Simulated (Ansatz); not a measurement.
# C₄H₄F₂: trial inputs and their diagnosis

3 inputs were typed for C₄H₄F₂. Each is run as it stands; the log then has to tell whether the result can be used.

Method: the settings change from run to run; program: Ansatz 0.2.0, Gaussian basis.

## Step 1: The molecule

The geometry comes from an earlier relaxation with PBE0-D4 in a triple-zeta def2 set; it is a stationary point, not always the lowest conformer.

SMILES `C=C(F)/C=C/F`, 10 atoms, charge 0, spin multiplicity 1.

Atoms are counted from 1 here; the program's logs count them from 0.

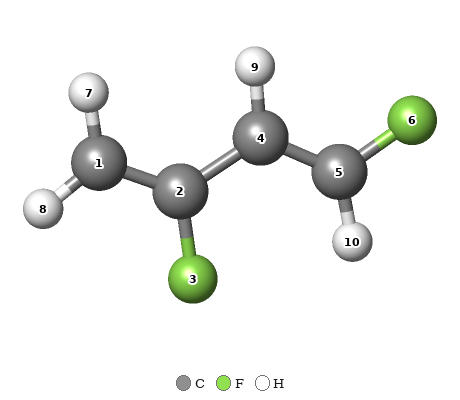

The structure; carbon grey, fluorine green, hydrogen white; atoms are numbered from 1 in the order of the file.

## Step 2: Try 1

The input, in.yaml:

```yaml
crystal:
  periodic: [false, false, false]
  atoms:
    - {symbol: C, position_ang: [0.239977, -1.812289, 0.472669]}
    - {symbol: C, position_ang: [-0.295397, -0.655185, 0.105138]}
    - {symbol: F, position_ang: [-1.617639, -0.586964, -0.132918]}
    - {symbol: C, position_ang: [0.398944, 0.597194, -0.078877]}
    - {symbol: C, position_ang: [-0.216938, 1.711863, -0.449292]}
    - {symbol: F, position_ang: [0.452961, 2.850683, -0.610086]}
    - {symbol: H, position_ang: [1.301014, -1.876139, 0.666114]}
    - {symbol: H, position_ang: [-0.371230, -2.697077, 0.582425]}
    - {symbol: H, position_ang: [1.467574, 0.606653, 0.097923]}
    - {symbol: H, position_ang: [-1.276166, 1.809960, -0.650396]}
basis:
  gaussian: {orbitals: cc-pVTZ, final_grid: {core_spheres: 1, valence_spheres: 1, degree: 1}}
total_charge: -1
magnetization: {spin_polarized: true, initial_magnetization: 1}
hamiltonian: {xc: {name: wB97M-V}}
accuracy: high
output: {forces: true}
```

Run with:

```console
$ ansatz run in.yaml --threads 4 --pin off --events-out ev --progress --plain --max-ram 10444MiB
```

Standard output:

```text
Functional definition: wB97M-V
  name "wB97M-V"
  cite "Mardirossian & Head-Gordon, J. Chem. Phys. 144, 214110 (2016) doi:10.1063/1.4952647"
  cite "Becke, J. Chem. Phys. 107, 8554 (1997) doi:10.1063/1.475007"
  cite "Vydrov & Van Voorhis, J. Chem. Phys. 133, 244103 (2010) doi:10.1063/1.3521275"
  # Of w^i u^j: cxij and so on, Table III.
  parameter omega = 0.3/bohr
  parameter cx = 0.15
  parameter cx01 = 1.007
  parameter cx10 = 0.259
  parameter css00 = 0.443
  parameter css04 = -1.437
  parameter css10 = -4.535
  parameter css20 = -3.390
  parameter css43 = 4.278
  parameter cos00 = 1.000
  parameter cos10 = 1.358
  parameter cos20 = 2.924
  parameter cos21 = -8.812
  parameter cos60 = -1.390
  parameter cos61 = 9.142
  parameter b = 6.0
  parameter c = 0.01
  gx(w, u) = 1 - cx + cx01*u + cx10*w
  gss(w, u) = css00 + css04*u^4 + css10*w + css20*w^2 + css43*w^4*u^3
  gos(w, u) = cos00 + cos10*w + (cos20 + cos21*u)*w^2 + (cos60 + cos61*u)*w^6
  exchange = spin_sum(e_x_unif_sr(omega)*gx(b97_w, b97_u_x)) + cx*exact_x_sr(omega) + exact_x_lr(omega)
  correlation = spin_sum(e_c_pw_mod_same_spin*gss(b97_w, b97_u_same))
      + integral(e_c_pw_mod_opposite_spin*gos(b97_w_opposite, b97_u_opposite)) + vv10(b, c)
4213 factors; integrals over basis functions are off by at most 1.6e-8 eV
438 factors; integrals over basis functions are off by at most 2.6e-9 eV
mean field evaluation 1: about -9640.4705 eV, gradient 3.1e1 eV
mean field evaluation 2: about -9641.9879 eV, gradient 2.6e1 eV
mean field evaluation 4: about -9644.5766 eV, gradient 1.6e0 eV
mean field evaluation 8: about -9682.9827 eV, gradient 6.3e1 eV
mean field evaluation 16: about -9694.5375 eV, gradient 5.4e-1 eV
mean field evaluation 32: about -9694.5573 eV, gradient 2.9e-4 eV
Error: SIGTERM received: run cancelled behind 53 evaluations of the mean field
```

Run time: 91 s. Hardware: 4 threads of Arm Neoverse V1, shared host.

What is wrong: The job was cancelled at its limit on wall time, after 53 evaluations of the mean field. Look at the input: basis.gaussian.final_grid.core_spheres is 1; basis.gaussian.final_grid.valence_spheres is 1; basis.gaussian.final_grid.degree is 1. The quadrature can't resolve the density. What to do: use a finer grid. The input also asks for charge -1 and multiplicity 2, not those of the species named; set them back first.

## Step 3: Try 2

The input, in.yaml:

```yaml
crystal:
  periodic: [false, false, false]
  atoms:
    - {symbol: C, position_ang: [0.239977, -1.812289, 0.472669]}
    - {symbol: C, position_ang: [-0.295397, -0.655185, 0.105138]}
    - {symbol: F, position_ang: [-1.617639, -0.586964, -0.132918]}
    - {symbol: C, position_ang: [0.398944, 0.597194, -0.078877]}
    - {symbol: C, position_ang: [0.752961, 2.900683, -0.560086]}
    - {symbol: F, position_ang: [0.452961, 2.850683, -0.610086]}
    - {symbol: H, position_ang: [1.301014, -1.876139, 0.666114]}
    - {symbol: H, position_ang: [-0.371230, -2.697077, 0.582425]}
    - {symbol: H, position_ang: [1.467574, 0.606653, 0.097923]}
    - {symbol: H, position_ang: [-1.276166, 1.809960, -0.650396]}
basis:
  gaussian: {orbitals: cc-pVTZ-DK}
hamiltonian: {xc: {name: BLYP}}
```

The command is unchanged.

Standard output, cut to the lines that bear on the results:

```text
Functional definition: BLYP
  name "BLYP"
  cite "Becke, Phys. Rev. A 38, 3098 (1988) doi:10.1103/PhysRevA.38.3098"
  cite "Lee, Yang & Parr, Phys. Rev. B 37, 785 (1988) doi:10.1103/PhysRevB.37.785"
[...]
1192 factors; their error is unknown
[...]
a density is far from that of the atoms, so the factors are made again for it
1431 factors; integrals over basis functions are off by at most 1.6e-3 eV
mean field -9079.61819719 eV, -333.6698143604 hartree, gradient 1.7e-5 eV, S^2 0.000000; 0 other end points of the search recorded, 0 dependent functions left out
reference -9079.61855935 eV, -333.6698276697 hartree; 23, 23 occupied and 213, 213 virtual orbitals, 1431 factors
Total energy: -9079.61855935 eV, -333.6698276697 hartree
Relativity: scalar
```

It took 6.5 s on 4 threads of Arm Neoverse V1, shared host; peak memory 0.52 GiB.

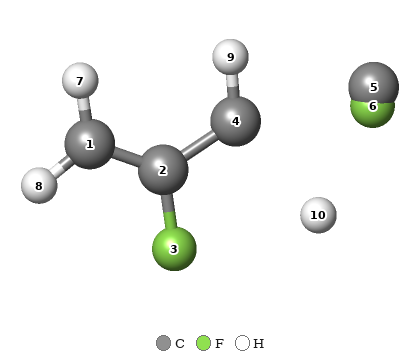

The geometry of this input.

What is wrong: It ended without an error, which proves nothing about the input. One atom was put on top of another. The shortest distance is 0.31 Å (C5–F6), against 1.08 Å in the relaxed molecule. Its energy is no property of the relaxed molecule. Cure: restore the atom's position.

## Step 4: Try 3

The input, in.yaml:

```yaml
crystal:
  periodic: [false, false, false]
  atoms:
    - {symbol: C, position_ang: [0.239977, -1.812289, 0.472669]}
    - {symbol: C, position_ang: [-0.295397, -0.655185, 0.105138]}
    - {symbol: F, position_ang: [-1.617639, -0.586964, -0.132918]}
    - {symbol: C, position_ang: [0.398944, 0.597194, -0.078877]}
    - {symbol: C, position_ang: [-0.216938, 1.711863, -0.449292]}
    - {symbol: F, position_ang: [0.452961, 2.850683, -0.610086]}
    - {symbol: H, position_ang: [1.301014, -1.876139, 0.666114]}
    - {symbol: H, position_ang: [-0.371230, -2.697077, 0.582425]}
    - {symbol: H, position_ang: [1.467574, 0.606653, 0.097923]}
    - {symbol: H, position_ang: [-1.276166, 1.809960, -0.650396]}
basis:
  gaussian: {orbitals: def2-TZVP}
hamiltonian: {xc: {name: HF}}
correlation: {method: mp2, frozen_orbitals: {C: 9}}
accuracy: high
output: {forces: true}
```

Same command.

Standard output:

```text
Functional definition: HF
  name "HF"
  cite "Fock, Z. Phys. 61, 126 (1930) doi:10.1007/BF01340294"
  parent pbe
  exchange = exact_x
  correlation = 0
Error: "frozen_orbitals" has no count for F
```

Wall time 0.05 s (4 threads of Arm Neoverse V1, shared host).

Diagnosis: The program refused the input. Frozen orbitals are typed for one element alone, and the program wants a count for each. Cure: leave frozen_orbitals out, or give every element a count that its core really has.

## Step 5: How the tries ended

| try | level | ended | cause | time |
| --- | --- | --- | --- | --- |
| 1 | wB97M-V/cc-pVTZ | timeout | the time limit | 91 s |
| 2 | BLYP/cc-pVTZ-DK | converged | one atom was put on top of another | 6.5 s |
| 3 | MP2/def2-TZVP | refused | frozen orbitals are typed for one element alone, and the program wants a count for each | 0.05 s |

In words: 1 timeout, 1 converged, 1 refused. A refusal costs next to no computing time. The dangerous case is the input that converges on a wrong geometry, charge, spin, basis or grid: often only a look at the input shows it.
